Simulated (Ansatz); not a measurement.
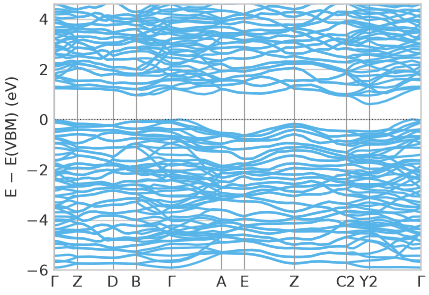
Fig. 1. Band structure from DFT-LDA in the program Ansatz with PAW potentials

The gap is 0.60 eV; an edge lies off the plotted path or next to a special point (maximum off the standard path, minimum off the standard path).

The material is AsSe in space group P2_1/c (No. 14; Pearson symbol mP32).

The first step of the workflow began from a Materials Project structure, measured or hypothetical; the Crystallography Open Database files this formula in space group No. 14, but the cells were not matched. Its standing as an ambient phase is unchecked. The cell was relaxed with LDA under the symmetry of its start; whether a distortion lowers the energy is not shown. A crystal of weakly bound molecules computed without a dispersion correction: the cell and the soft elastic constants depend strongly on that. Scalar-relativistic: spin–orbit coupling is off unless named, which matters more the heavier the elements.

Potentials: the later of the program's two PAW sets.
